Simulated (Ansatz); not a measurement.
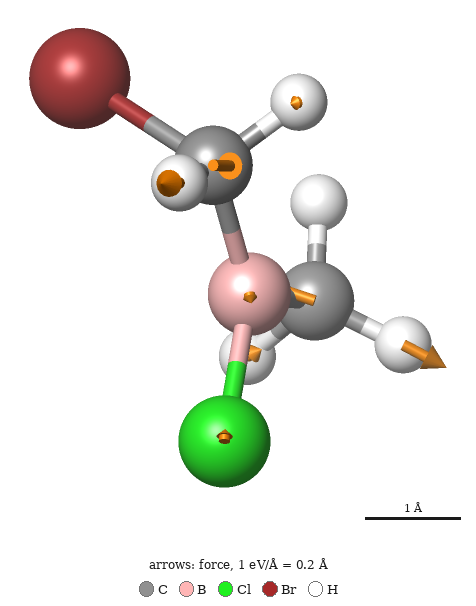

Starting geometry of C$_{2}$H$_{5}$BBrCl (coarse preliminary run) with the computed forces as orange arrows. A ball-and-stick model, seen from a free direction.

The start comes from a force field.

All numbers below come from RKS PBE-D4/def2-SVP in Ansatz 0.2.0.

The input:
```yaml
crystal:
  periodic: [false, false, false]
  atoms:
    - {symbol: C, position_ang: [-0.704300, -0.500100, 1.111500]}
    - {symbol: B, position_ang: [0.481700, 0.141900, 0.302000]}
    - {symbol: Cl, position_ang: [1.925300, 0.746200, 1.224300]}
    - {symbol: C, position_ang: [0.560700, 0.199700, -1.291200]}
    - {symbol: Br, position_ang: [-0.907300, 1.364800, -1.936000]}
    - {symbol: H, position_ang: [-0.415000, -1.302200, 1.708300]}
    - {symbol: H, position_ang: [-1.146700, 0.326700, 1.771300]}
    - {symbol: H, position_ang: [-1.500100, -0.777300, 0.386800]}
    - {symbol: H, position_ang: [1.469500, 0.579900, -1.610000]}
    - {symbol: H, position_ang: [0.319300, -0.830700, -1.664100]}
basis:
  gaussian: {orbitals: def2-SVP}
hamiltonian: {xc: pbe, dispersion: d4}
relax: {f_tol: 0.03, max_steps: 200}
```

Launched with:
```bash
ansatz run in.yaml --threads 4 --pin off --events-out ev --progress --plain --max-ram 10444MiB
```

Is this structure relaxed? If not, where do the atoms go?

It isn't relaxed: the largest force vector, on C1, is 3.76 eV/Å. The final displacements have little in common with the starting forces (cosine between the two patterns 0.13). The energy falls by 0.315 eV in 11 accepted moves (12 points after the start). The largest force component goes from 3.2 to 0.016 eV/Å. The line search rejected the trial step at point 8 of the run. The forces were under the threshold at step 9, but the run went on from there. Cl3 moves most after the best rigid fit: 0.45 Å. Largest moves by element: Cl 0.45 Å, Br 0.37 Å, H 0.30 Å, C 0.13 Å, B 0.07 Å. Near-neighbour distances that change, for instance: C1–H6 1.041 → 1.114 Å, C4–H9 1.035 → 1.104 Å, C1–H7 1.147 → 1.108 Å, B2–Cl3 1.817 → 1.778 Å. Among the angles between lasting bonds that change: B2–C4–Br5 108.0° → 97.4°, B2–C4–H10 106.7° → 116.2°, B2–C1–H6 113.6° → 107.7°. Cost: 19 s on 4 threads of Arm Neoverse V1, on a shared host.
